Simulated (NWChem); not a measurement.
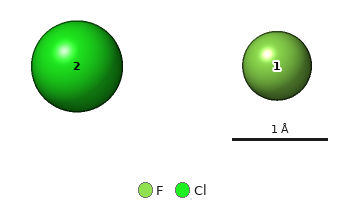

Figure 1. The input geometry (ball-and-stick view, seen at a tilt; atoms are numbered from 1 in the order of the input). Sticks are drawn by distance; a stretched bond gets none, so the picture shows separate pieces.

**Single-point calculation, with input and output: ClF**

ClF (chlorine monofluoride), computed with CCSD(T)/cc-pVTZ, RHF (NWChem 7.3.0).

A bond length was changed on purpose from its optimised value.

Log
```
Northwest Computational Chemistry Package (NWChem) 7.3.0
             --------------------------------------------------------

           Job information
           ---------------

    nwchem branch   = 7.3.0
    use scalapack   = T
    input           = test.nw
    prefix          = test.
    data base       = ./test.db
    status          = startup
    nproc           =        1

           Memory information
           ------------------

    heap     =     72089600 doubles =      550.0 Mbytes
    stack    =     72089597 doubles =      550.0 Mbytes
    global   =    144179200 doubles =     1100.0 Mbytes (distinct from heap & stack)
    total    =    288358397 doubles =     2200.0 Mbytes
    verify   = yes
    hardfail = no

           Directory information
           ---------------------

  0 permanent = .
  0 scratch   = .

                                NWChem Input Module
                                -------------------

                             Geometry "geometry" -> ""
                             -------------------------

 Output coordinates in a.u. (scale by  1.000000000 to convert to a.u.)

  No.       Tag          Charge          X              Y              Z
 ---- ---------------- ---------- -------------- -------------- --------------
    1 F                    9.0000     0.00000000     0.00000000    -0.85914509
    2 Cl                  17.0000     0.00000000     0.00000000     3.11986224

      Atomic Mass
      -----------

      F                 18.998400
      Cl                34.968850

 Effective nuclear repulsion energy (a.u.)      38.4518014949

            Nuclear Dipole moment (a.u.)
            ----------------------------
        X                 Y               Z
 ---------------- ---------------- ----------------
     0.0000000000     0.0000000000    45.3053522700

            XYZ format geometry
            -------------------
     2
 geometry
 F                     0.00000000     0.00000000    -0.45464004
 Cl                    0.00000000     0.00000000     1.65096012

 Summary of "ao basis" -> "" (spherical)
 ------------------------------------------------------------------------------
       Tag                 Description            Shells   Functions and Types
 ---------------- ------------------------------  ------  ---------------------
 *                          cc-pVTZ                   on all atoms

                      Basis "ao basis" -> "ao basis" (spherical)
                      -----
  [basis functions not shown]

 Summary of "ao basis" -> "ao basis" (spherical)
 ------------------------------------------------------------------------------
       Tag                 Description            Shells   Functions and Types
 ---------------- ------------------------------  ------  ---------------------
 F                          cc-pVTZ                 10       30   4s3p2d1f
 Cl                         cc-pVTZ                 12       34   5s4p2d1f

                                 NWChem SCF Module
                                 -----------------

  ao basis        = "ao basis"
  functions       =    64
  atoms           =     2
  closed shells   =    13
  open shells     =     0
  charge          =   0.00
  wavefunction    = RHF
  input vectors   = atomic
  output vectors  = ./test.movecs
  use symmetry    = F
  symmetry adapt  = F

 Forming initial guess at       0.0s

 Starting SCF solution at       0.6s

       Final RHF  results
       ------------------

         Total SCF energy =   -558.817921084435
      One-electron energy =   -850.369793457732
      Two-electron energy =    253.100070878375
 Nuclear repulsion energy =     38.451801494922

        Time for solution =     17.0s

                   Four-Index Transformation
                   -------------------------
          Number of basis functions:             64
          Number of shells:                      22
          Number of occupied orbitals:           13
          Number of occ. correlated orbitals:     7
          Block length:                          16
          Superscript MO index range:      7 -   13
          Subscript MO index range:        7 -   64
          MO coefficients read from:  ./test.movecs
          Number of operator matrices in core:   56
          Half-transformed integrals produced

     Pass:    1     Index range:    7  -   13     Time:      2.42
 ------------------------------------------
 MP2 Energy (coupled cluster initial guess)
 ------------------------------------------
 Reference energy:           -558.817921084435170
 MP2 Corr. energy:             -0.474136984745893
 Total MP2 energy:           -559.292058069181053

 ****************************************************************************
              the segmented parallel ccsd program:    1 nodes
 ****************************************************************************

 level of theory    ccsd(t)
 number of core         6
 number of occupied     7
 number of virtual     51
 number of deleted      0
 total functions       64
 number of shells      22
 basis label          566

   ***** ccsd parameters *****
   iprt   =     0
   convi  =  0.100E-05
   maxit  =    60
   mxvec  =     5
 memory            144170980
  Using  1 OpenMP thread(s) in CCSD
  Failed reading restart vector from ./test.t2
  Using MP2 initial guess vector

 iter     correlation     delta       rms       T2     Non-T2      Main
             energy      energy      error      ampl     ampl      Block
                                                time     time      time
   1     -0.4684792975 -4.685D-01  6.466D-02     3.64     0.00     3.57
   2     -0.4904612186 -2.198D-02  7.893D-02     2.94     0.00     2.86
   3     -0.4885662276  1.895D-03  1.894D-02     2.98     0.00     2.92
   4     -0.4914596899 -2.893D-03  7.372D-03     2.82     0.00     2.76
   5     -0.4920431991 -5.835D-04  2.999D-03     2.79     0.00     2.73
   6     -0.4920571210 -1.392D-05  7.292D-04     2.89     0.00     2.83
   7     -0.4920461514  1.097D-05  3.565D-04     2.90     0.00     2.83
   8     -0.4920470082 -8.568D-07  1.277D-04     2.64     0.00     2.59
   9     -0.4920474887 -4.805D-07  1.116D-04     3.25     0.00     3.19
  10     -0.4920533285 -5.840D-06  4.773D-05     2.78     0.00     2.71
  11     -0.4920528894  4.391D-07  1.388D-05     3.53     0.00     3.46
  12     -0.4920530322 -1.428D-07  7.865D-06     3.57     0.00     3.51
  13     -0.4920526023  4.299D-07  1.742D-06     2.75     0.00     2.70
  14     -0.4920526661 -6.372D-08  3.867D-07     2.98     0.00     2.92
                  *************converged*************

 -----------
 CCSD Energy
 -----------
 Reference energy:            -558.817921084435170
 CCSD corr. energy:             -0.492052666056703
 Total CCSD energy:           -559.309973750491849

 --------------------------------
 Spin Component Scaled (SCS) CCSD
 --------------------------------
 Same spin contribution:                 -0.097605577090746
 Same spin scaling factor:                1.130000000000000
 Opposite spin contribution:             -0.394447088965957
 Opposite spin scaling fact.:             1.270000000000000
 SCS-CCSD correlation energy:            -0.611242105099309
 Total SCS-CCSD energy:                -559.429163189534506
 memory            144170980

*********triples calculation*********

nkpass=    1; nvpass=    1; memdrv=         103989; memtrn=        2282418; memavail=      144170604
 memory available/node                      144170604
 total number of virtual orbitals        51
 number of virtuals per integral pass    51
 number of integral evaluations           1
 number of occupied per triples pass      7
 number of triples passes                 1

 commencing integral evaluation        1 at          44.91
  symmetry use  F
 commencing triples evaluation - blocking       1
 Time for integral evaluation pass     1        3.02
 Time for triples evaluation pass      1        1.32

 pseudo-e(mp4)  -0.26761276904723E-01
 pseudo-e(mp5)   0.15221484780043E-02
        e(t)    -0.25239128426719E-01

 --------------
 CCSD(T) Energy
 --------------
 Reference energy:                    -558.817921084435170

 CCSD corr. energy:                     -0.492052666056703
 T(CCSD) corr. energy:                  -0.026761276904723
 Total CCSD+T(CCSD) energy:           -559.336735027396571

 CCSD corr. energy:                     -0.492052666056703
 (T) corr. energy:                      -0.025239128426719
 Total CCSD(T) energy:                -559.335212878918583

 routine      calls  cpu(0)   cpu-min  cpu-ave  cpu-max   i/o
 aoccsd          1     0.01     0.01     0.01     0.01    0.00
 iterdrv         1     0.01     0.01     0.01     0.01    0.00
 pampt          14     0.06     0.06     0.06     0.06    0.00
 t2pm           14     0.11     0.11     0.11     0.11    0.00
 sxy            14     0.22     0.22     0.22     0.22    0.00
 ints       895958    37.68    37.68    37.68    37.68    0.00
 t2eri        3542     2.82     2.82     2.82     2.82    0.00
 idx2         3542     0.59     0.59     0.59     0.59    0.00
 idx34          14     0.04     0.04     0.04     0.04    0.00
 ht2pm          14     0.13     0.13     0.13     0.13    0.00
 itm            14     0.57     0.57     0.57     0.57    0.00
 pdiis          14     0.02     0.02     0.02     0.02    0.00
 triples         1     0.00     0.00     0.00     0.00    0.00
 rdtrpo          1     0.01     0.01     0.01     0.01    0.00
 trpmos          1     3.02     3.02     3.02     3.02    0.00
 trpdrv          1     0.13     0.13     0.13     0.13    0.00
 dovvv       19992     0.74     0.74     0.74     0.74    0.00
 doooo       19992     0.16     0.16     0.16     0.16    0.00
 tengy       17493     0.27     0.27     0.27     0.27    0.00
 Total                46.60    46.60    46.60    46.60    0.00

 Task  times  cpu:       66.9s     wall:       66.9s
 Total times  cpu:       67.0s     wall:       67.0s
```

The run was set up as follows.

Input file
```
start test
memory 2200 mb

geometry units bohr noautosym nocenter noautoz
   F      0.00000000     0.00000000    -0.85914509
   Cl     0.00000000     0.00000000     3.11986224
end

basis spherical bse
   * library cc-pVTZ
end

scf
   thresh 1e-08
   maxiter 80
   print low
end

ccsd
   freeze core 6
   maxiter 60
end

task ccsd(t)
```

Launched with:
```bash
nwchem test.nw > test.out
```

Summary

```tsv
quantity	value
outcome	converged
total energy	−559.335213 hartree
SCF energy	−558.817921 hartree
MP2 energy	−559.292058 hartree
CCSD energy	−559.309974 hartree
correlation energy	−0.517292 hartree
(T) correction	−0.025239 hartree
basis functions	64
hardware	1 thread of Intel Xeon @ 2.90GHz (Ice Lake), 12 GiB of memory available, shared host
wall time	68 s
peak memory	0.14 GiB
```
